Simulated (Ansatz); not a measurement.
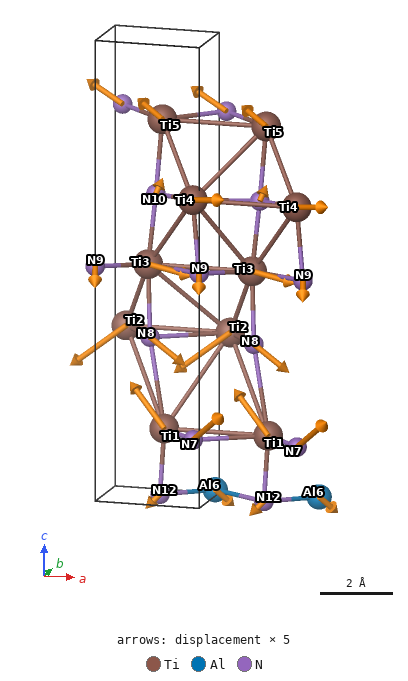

This is a relaxation of solid Ti$_{5}$AlN$_{6}$ (a generated structure, set up in P1) (coarse preliminary run). The starting structure is drawn; orange arrows show the displacements (the part carried along by the change of the cell is left out), magnified 5 times.

A ball-and-stick model of the cell of the calculation, repeated 2 × 1 × 1 with one cell outlined, seen slightly off an axis.

These are results of DFT PBE, scalar-relativistic, plane waves, PAW in Ansatz 0.2.0, not measurements.

Input file:
```yaml
crystal:
  lattice:
    - [2.9822946786, -0.0655918064, -0.0515359334]
    - [-0.0655918064, 2.9775723589, 0.0012419359]
    - [-0.2201875909, 0.0053061787, 13.0025493794]
  atoms:
    - { symbol: Ti, position: [0.5775582066, 0.4519429549, 0.1517422548] }
    - { symbol: Ti, position: [0.1115166494, -0.0196176758, 0.3509362553] }
    - { symbol: Ti, position: [0.4070407503, 0.5339112483, 0.5032655169] }
    - { symbol: Ti, position: [-0.072081768, 0.0558616245, 0.6661884913] }
    - { symbol: Ti, position: [0.5595316747, 0.4480115459, 0.8229571615] }
    - { symbol: Al, position: [-0.0293237296, -0.0373440493, 0.0080944921] }
    - { symbol: "N", position: [-0.0751563113, 0.0919443181, 0.144473163] }
    - { symbol: "N", position: [0.4328674276, 0.4904589704, 0.3467005028] }
    - { symbol: "N", position: [-0.0091075883, 0.0421980111, 0.5082410875] }
    - { symbol: "N", position: [0.4903723479, 0.4848580397, 0.6588651336] }
    - { symbol: "N", position: [0.0796978662, -0.0458443852, 0.8318524716] }
    - { symbol: "N", position: [0.5270844744, 0.5036193973, 0.0066834694] }
basis:
  ecutwfc: 420
kpoints:
  mp_grid: { grid: [8, 8, 2] }
hamiltonian:
  xc: pbe
scf:
  occupations: { method: gaussian, width: 0.2 }
  lower_state_search: "off"
output:
  forces: true
  stress: true
  eigenvalues: true
relax:
  adjacent_minimum: "off"
  f_tol: 0.025
  max_steps: 60
  cell: { stress_tol: 0.25 }
```

Run as
```bash
ansatz run input.yaml --threads 4 --pin off --max-ram 8192MiB --backend cpu --events-out ev --progress --plain --runs-dir out
```

What did the optimiser do to the structure, and how much energy did it gain?

Answer. Over 5 accepted moves (6 points after the start) the energy falls by 616 meV per atom. Largest force component: 10 eV/Å at the start, 0.012 eV/Å at the end. The pressure goes from 29.57 to 0.01 GPa. At 1 point the geometry stayed and the basis and grid were re-selected for the new cell (energy shift of 0.3 meV per atom at most each time). The atom that moves furthest relative to the cell is Ti2 (0.42 Å roughly along [−3 1 −1]). Largest moves by element: Ti 0.42 Å, N 0.40 Å, Al 0.18 Å. The drawn cell changes as follows: a 2.983 → 2.978 Å (−0.2 %), b unchanged at 2.978 Å, c 13.004 → 12.760 Å (−1.9 %), β 92.0° → 90.0°, γ 92.5° → 90.0°; the volume changes by −1.9 %. Some distances before and after: Ti1–N7 2.784 → 2.111 Å, Ti1–N7 (another image) 1.529 → 2.111 Å, Ti2–N7 2.746 → 2.189 Å, Ti1–N8 2.590 → 2.096 Å. New bonds form, among them: Ti1–N7 (2.78 → 2.11 Å), Ti2–N7 (2.75 → 2.19 Å), Ti2–N8 (2.58 → 2.11 Å). Bond angles that change, for instance: Ti1–N7–Ti1 145.7° → 172.7°, Ti2–N8–Ti2 114.3° → 90.0°, Ti4–N11–Al6 158.0° → 180.0°. The space group (tolerance 0.01 Å) goes from P1 (No. 1) to P4/mmm (No. 123). Cost: 94 s on 4 threads of Intel(R) Xeon(R) Platinum 8259CL CPU @ 2.50GHz (Skylake/Cascade Lake), with other jobs on the host, peak memory 0.75 GiB.
